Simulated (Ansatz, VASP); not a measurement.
# Pb (Lead) in two plane-wave programs

Aim: how closely do two programs agree when they are given the same cell, functional and k mesh? The cell is a member of a volume series, scaled by 0.96 from a relaxed one, so a pressure remains.

Calculated with Ansatz 0.2.0; plane waves, with VASP 6.6.1 beside it; single point at PBEsol.

## Step 1: Starting point

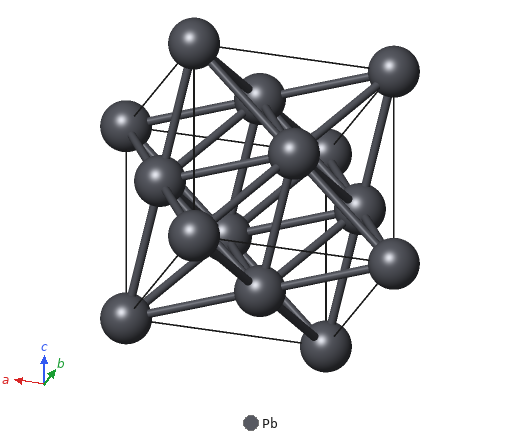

Start, viewed from a free direction; lead dark grey. This picture shows the conventional cell, with its axes. Some periodic images of atoms are drawn too.

## Step 2: VASP: single point, PBEsol

A single point gives forces, pressure and levels at one fixed geometry, so differences don't come from the geometry; what else differs is listed under the comparison.

Lines of VASP's logs that name or quote its potential files are left out, and so is its time.

INCAR

```
SYSTEM = Pb
PREC = Accurate
ENCUT = 400
EDIFF = 1E-06
NELM = 100
ISMEAR = 1
SIGMA = 0.2
LREAL = .FALSE.
ALGO = Normal
GGA = PS
NBANDS = 13
LORBIT = 11
LWAVE = .FALSE.
LCHARG = .FALSE.
KPAR = 2
ISIF = 2
```

POSCAR

```
Pb
1.0
    0.0000000000      2.4400968626      2.4400968626
    2.4400968626      0.0000000000      2.4400968626
    2.4400968626      2.4400968626      0.0000000000
Pb
1
Direct
    0.0000000000      0.0000000000      0.0000000000
```

KPOINTS

```
Automatic mesh
0
Gamma
7 7 7
0 0 0
```

PAW data sets: Pb_d (PBE family, release 64).

Run with:

```console
$ mpirun -np 2 vasp_std
```

Numbers of over 12 decimals in the logs are rounded to 6 here.

The program printed:

```text
[banner, memory and clock lines left out]
running    2 mpi-ranks, on    1 nodes
 distrk:  each k-point on    1 cores,    2 groups
 distr:  one band on    1 cores,    1 groups

 POSCAR found type information on POSCAR Pb
 POSCAR found :  1 types and       1 ions
|                                                                             |
|               ----> ADVICE to this user running VASP <----                  |
|                                                                             |
|     You enforced a specific xc type in the INCAR file but a different       |
|     [... a line on the potential file left out ...]
|     I HOPE YOU KNOW WHAT YOU ARE DOING!                                     |
|                                                                             |

 LDA part: xc-table for (Slater+PW92), standard interpolation
 POSCAR, INCAR and KPOINTS ok, starting setup
 FFT: planning ... GRIDC
 FFT: planning ... GRID_SOFT
 FFT: planning ... GRID
 WAVECAR not read
 entering main loop
       N       E                     dE             d eps       ncg     rms          rms(c)
DAV:   1     0.100741367097E+03    0.10074E+03   -0.62484E+03   540   0.105E+03
DAV:   2     0.854497099855E+00   -0.99887E+02   -0.97527E+02   550   0.291E+02
DAV:   3    -0.391144030728E+01   -0.47659E+01   -0.47559E+01   660   0.709E+01
DAV:   4    -0.401230331108E+01   -0.10086E+00   -0.10085E+00   620   0.108E+01
DAV:   5    -0.401767953488E+01   -0.53762E-02   -0.53759E-02   774   0.234E+00    0.612E-01
DAV:   6    -0.400367735874E+01    0.14002E-01   -0.17418E-02   655   0.242E+00    0.282E-01
DAV:   8    -0.399984852843E+01    0.25067E-03   -0.39231E-04   806   0.332E-01    0.910E-03
DAV:   9    -0.399984621363E+01    0.23148E-05   -0.67869E-06   655   0.488E-02    0.432E-03
DAV:  10    -0.399984586063E+01    0.35300E-06   -0.42048E-07   455   0.676E-03
   1 F= -.39998459E+01 E0= -.40001966E+01  d E =0.105219E-02
```

From OUTCAR (step 2):

```text
ion  position               nearest neighbor table
   1  0.000  0.000  0.000-

  LATTYP: Found a face centered cubic cell.
 ALAT       =     4.8801937252

 Subroutine GETGRP returns: Found 48 space group operations
 (whereof 48 operations were pure point group operations)

The static configuration has the point symmetry O_h .

 Found     20 irreducible k-points:

   k-points           NKPTS =     20   k-points in BZ     NKDIM =     20   number of bands    NBANDS=     13

   dimension x,y,z NGX =    24 NGY =   24 NGZ =   24
   dimension x,y,z NGXF=    48 NGYF=   48 NGZF=   48

   ENCUT  =  400.0 eV  29.40 Ry    5.42 a.u.   5.63  5.63  5.63*2*pi/ulx,y,z

   NELECT =      14.0000    total number of electrons

 k-points in reciprocal lattice and weights: Automatic mesh
   0.00000000  0.00000000  0.00000000       0.003
   0.14285714  0.00000000  0.00000000       0.023
   0.28571429  0.00000000  0.00000000       0.023
   0.42857143  0.00000000  0.00000000       0.023
   0.14285714  0.14285714  0.00000000       0.017
   0.28571429  0.14285714  0.00000000       0.070
   0.42857143  0.14285714  0.00000000       0.070
  -0.42857143  0.14285714  0.00000000       0.070
  -0.28571429  0.14285714  0.00000000       0.070
[...]
-0.42857143  0.42857143  0.14285714       0.070
  -0.28571429  0.42857143  0.14285714       0.070

 average (electrostatic) potential at core
       1 -89.5936

 E-fermi :   7.5413

 k-point     1 :       0.0000    0.0000    0.0000
  band No.  band energies     occupation
    ...
      2      -9.4222      2.00000
      3      -9.4222      2.00000
      4      -9.2599      2.00000
      5      -9.2599      2.00000
      6      -4.4761      2.00000
      7      15.3428      0.00000
      8      15.3428      0.00000
      9      15.3428      0.00000
     10      17.3740      0.00000
     11      19.4515      0.00000
    ...

 k-point     2 :       0.1429    0.0000    0.0000
  band No.  band energies     occupation
    ...
      2      -9.3944      2.00000
      3      -9.3944      2.00000
      4      -9.2579      2.00000
      5      -9.2579      2.00000
      6      -4.0642      2.00000
      7      11.8374      0.00000
      8      14.8834      0.00000
      9      14.8834      0.00000
     10      16.9563      0.00000
     11      20.5430      0.00000
    ...

 k-point     3 :       0.2857    0.0000    0.0000
  band No.  band energies     occupation
    ...
      3      -9.3846      2.00000
      4      -9.1985      2.00000
      5      -9.1985      2.00000
      6      -2.8364      2.00000
      7       7.3382      2.05336
      8      14.0519      0.00000
      9      14.0519      0.00000
     10      16.6973      0.00000
     11      18.8654      0.00000
     12      19.8993      0.00000
    ...

  Total        0.3928926      0.3928926      0.3928926      0.0000000      0.0000000     -0.0000000
  in kB       21.6637305     21.6637305     21.6637305      0.0000000      0.0000000     -0.0000000
  external PRESSURE =      21.6637305 kB  Pullay stress =       0.0000000 kB

  energy-cutoff  :      400.00
  volume of cell :       29.06
      direct lattice vectors                 reciprocal lattice vectors
     0.000000000  2.440096863  2.440096863    -0.204909898  0.204909898  0.204909898
     2.440096863  0.000000000  2.440096863     0.204909898 -0.204909898  0.204909898
     2.440096863  2.440096863  0.000000000     0.204909898  0.204909898 -0.204909898

 POSITION                                       TOTAL-FORCE (eV/Angst)
 -----------------------------------------------------------------------------------
      0.00000      0.00000      0.00000         0.000000      0.000000      0.000000
 -----------------------------------------------------------------------------------
    total drift:                               -0.000000      0.000000      0.000000

  FREE ENERGIE OF THE ION-ELECTRON SYSTEM (eV)
  ---------------------------------------------------
  free  energy   TOTEN  =        -3.9998458606 eV

  energy  without entropy=       -4.0008980461  energy(sigma->0) =       -4.00019659

 total charge
# of ion       s       p       d       tot
------------------------------------------
    1        1.399   0.761   9.809  11.969

[... 3 further parts left out ...]
```

The run ends at a pressure of 2.17 GPa.

## Step 3: Ansatz: single point, PBEsol

Ansatz runs on its default PAW (the set named soft_2) files.

The same cell, functional, mesh and smearing now go to Ansatz, which takes its cutoff from its data sets.

input.yaml

```yaml
crystal:
  lattice:
    - [0.0, 2.4400968626, 2.4400968626]
    - [2.4400968626, 0.0, 2.4400968626]
    - [2.4400968626, 2.4400968626, 0.0]
  atoms:
    - { symbol: Pb, position: [0.0, 0.0, 0.0] }
hamiltonian:
  xc: pbesol
  pseudopotentials: { kind: paw }
kpoints:
  mp_grid: { grid: [7, 7, 7] }
scf:
  occupations: { method: methfessel_paxton, width: 0.2 }
  n_extra_bands: 4
output:
  forces: true
  stress: true
  eigenvalues: true
  write_density: true
  write_potential: true
  elf: true
  volumetric_format: npy
```

Run with:

```console
$ ansatz run input.yaml --threads 2 --pin off --max-ram 4608MiB --backend cpu --events-out ev --progress --plain --runs-dir out
```

The program printed:

```text
scf.n_extra_bands = 4 over 7 filled bands (N_el = 14.0): the run solves 11 bands
Engine: ansatz 0.2.0, aarch64-unknown-linux-gnu
Pseudopotentials: kind: paw
Pseudopotential: Pb, paw, valence charge 14, recommended cutoff 420 eV (normal), Pb.paw.azcp
Functional definition: PBEsol
  exchange = pbesol_x
  correlation = pbesol_c
Crystal: 1 atoms, lattice volume = 29.057 Å³
Basis set: ecut = 420 eV, 537 PW (Γ), exchange–correlation on 48×48×48 points (8 copies of the dense FFT grid, shifted against one another)
Bands: 11, of which v1, the nominal top of the filled ones, is band 7 counted from 1 (6 counted from 0)
Symmetry: 48 space group operations
Space group: Fm-3m (ITA 225), of the structure as read, at distance tolerance 3.1e-5 Å
k-points: 20 of 343
Non-local potential: Pb, projectors of the file, l = 0: 2, l = 1: 2, l = 2: 2, l = 3: 2
PAW form: soft (Blöchl's): semilocal exchange-correlation on the pseudo side does not see the compensation charge
PAW frozen core: Pb, regenerated for the run's functional, and the local potential with it (the file was generated under x = pbe(κ = 0.804, μ = 0.219515), c = pbe(β = 0.066725))
PAW one-centre angular grid: Pb, 590 points (default); XC on 64 Gauss nodes
Initial density: superposition of atomic densities (neutral atoms: chi_scale 0, normalization atom), corrected by the library's trained network
Initial wavefunctions: pseudopotential atomic-orbital guess
Functional: x = pbesol(κ = 0.804, μ = 0.123457), c = pbesol(β = 0.046)
SCF iter   1: F=—  HF=-11754.945565 eV  |F-HF|=—  |Δ(HF+E_count)|=         —  Δρ=2.53e-3  dr2=1.00e-3  ethr=1.77e-3  ⟨swp⟩=5.5  Hψ=1398  notcnv=0
preconditioner: auto → none  [insulator: Δε(μ)=0.389 eV  Ē_g=20.071 eV  σ=0.200 eV  W_gap=0.88  n_scr=8 (ndim 8)  ℏωp=25.8 eV  f_vac=0.000  D(μ)=0.46/eV (n_scr^D=0)  ε∞_Penn≈2.6]
SCF iter   2: F=—  HF=-11754.944922 eV  |F-HF|=—  |Δ(HF+E_count)|=   6.44e-4  S|Δr|=    0.00e0  Δρ=1.01e-3  dr2=1.38e-4  ethr=7.17e-6  ⟨swp⟩=2.4  Hψ=514  notcnv=0
SCF iter   3: F=—  HF=-11754.944923 eV  |F-HF|=—  |Δ(HF+E_count)|=   1.30e-6  S|Δr|=    0.00e0  Δρ=9.44e-5  dr2=3.45e-6  ethr=9.86e-7  ⟨swp⟩=2.2  Hψ=337  notcnv=0
SCF iter   4: F=—  HF=-11754.944928 eV  |F-HF|=—  |Δ(HF+E_count)|=   4.73e-6  S|Δr|=    0.00e0  Δρ=1.70e-4  dr2=7.56e-6  ethr=2.47e-8  ⟨swp⟩=2.0  Hψ=351  notcnv=0
SCF iter   5: F=-11754.944924 eV  HF=-11754.944924 eV  |F-HF|=3.86e-8  |Δ(HF+E_count)|=   4.11e-6  S|Δr|=    0.00e0  Δρ=1.18e-5  dr2=3.35e-8  ethr=7.14e-10  ⟨swp⟩=8.5  Hψ=1656  notcnv=0
SCF 1 converged in 5 iterations: F = -11754.944924 eV  dr2 = 3.35e-8
  greatest PAW one-centre occupation: 0.978 electrons in one spin orbital (limit 2), on the Pb atom at site 0 (counted from 0), in its partial waves of l = 2
SCF converged after 5 iterations
Stability not checked: this state was not tested for a lower state beside it, because cold or Methfessel-Paxton smearing, or corrected tetrahedra, fill the levels in a way that the test cannot read (fill_not_monotonic; see scf.lower_state_search)
Free energy (F): -11754.944924 eV
Harris-Foulkes:  -11754.944924 eV  (|F-HF|=3.86e-8)
Internal energy: -11754.946039 eV  (E = F + TS)
E sigma→0 (E₀):  -11754.945202 eV
Entropy (-TS):   0.001115 eV (1.115 meV/atom)
Fermi energy:    11.388407 eV
--- Per-component energies (eV) ---
  E_band       = -29.910105
  E_kinetic    = 289.844817
  E_local      = -988.526101  (includes V_loc(G=0)·N_el)
  E_nonlocal   = 351.592113
  E_hartree    = 392.821661
  E_xc         = -219.560465
  E_vxc        = -133.449337  (∫ρ·V_xc dr)
  E_paw        = -10255.413577  (= ΣΔE_a)
  E_vpaw       = -335.022087  (= ΣTr[D̂ρ^β])
  E_aug_tail   = 0.000044  (compensation charges beyond the density's cutoff)
  E_ewald      = -1325.766646
  E_core_change = 0.062117  (= ΣΔE_core)
  E_smearing   = 0.001115  (= −TS)
  E_closure    = 0.000000  (closes the sum)
  Σ components = -11754.944924   (vs F -11754.944924, Δ=0.00e0)
--- Forces (eV/Å), atoms counted from 1 ---
  atom   1  Pb    -0.00000000     0.00000000    -0.00000000
  max |Σ_I F_I| component: 2.63e-31 eV/Å
--- Stress (GPa, compression-positive) ---
        2.246124      -0.000000      -0.000000
       -0.000000       2.246124       0.000000
        0.000000       0.000000       2.246124
  P = ⅓ Tr σ = 2.2461 GPa (22.461 kbar)
--- Band table (eV; the first three rows and the last of 20) ---
  k-point 0: bands = [... 3 lower, -5.4327, -5.4327, -0.6238, 19.1890, 19.1890, 19.1890, 21.1951, 23.2958]
  k-point 1: bands = [... 3 lower, -5.4307, -5.4307, -0.2117, 15.6831, 18.7291, 18.7291, 20.7853, 24.3657]
  k-point 2: bands = [... 3 lower, -5.3714, -5.3714, 1.0168, 11.1839, 17.8970, 17.8970, 20.5304, 22.6927]
  k-point 19: bands = [... 3 lower, -5.3808, -5.2628, 4.7039, 9.6278, 9.8879, 12.8700, 20.6852, 24.2380]
```

The job ended after 0.73 s (2 threads of Arm Neoverse V2, shared host; peak memory 0.26 GiB; 0.83 s of CPU time).

The run ends at a pressure of 2.25 GPa.

## Step 4: Side by side

Known differences besides the PAW data sets themselves: the cutoff is 420 eV in Ansatz and 400 eV in VASP; Ansatz makes its cores anew for this functional, VASP keeps those of its PBE data sets; VASP leaves aspherical gradient terms in its spheres out (LASPH is not set), Ansatz keeps them. Total energies have different zeros and are not compared.

Both answers:

```
      quantity  Ansatz  VASP  difference
pressure (GPa)    2.25  2.17       +0.08
```

Ansatz's pressure holds a Pulay correction of 0.02 GPa; VASP's holds none.

## Step 5: Further runs

An all-electron run, which needs no data sets, serves as referee.

```
                              run  difference in pressure (GPa)
                         as above                         0.080
Ansatz's all-electron LAPW method                         0.089
```

## Step 6: What came out

| Item | Value |
| --- | --- |
| difference in pressure (single point, PBEsol, volume scaled by 0.96) | 0.080 GPa |

**Reading.** The difference in pressure is 0.080 GPa (single point, PBEsol), within the 1 GPa picked in this series as the mark of a large difference. For single point, PBEsol: no further run halves the difference in pressure; only Ansatz's side was varied. The all-electron run, which needs no data set, lies 0.089 GPa from VASP and 0.0097 GPa from Ansatz's PAW result, so it sides with Ansatz. 1 further run on this material is not shown. How closely two codes agree says nothing of how well the functional describes the real material.

[Lines on the potential files, build, host, timing and source positions are cut from VASP's logs without a mark.]

[Logs are printed without paths, hosts, clocks, repeated set-up lines and the standing remarks that a program may print on its own settings, such as how far it seeks lower states.]

[Hosts, paths, dates, database ids (printed as entryN), source tags and the programs' standing remarks are cut or masked in the printed files.]
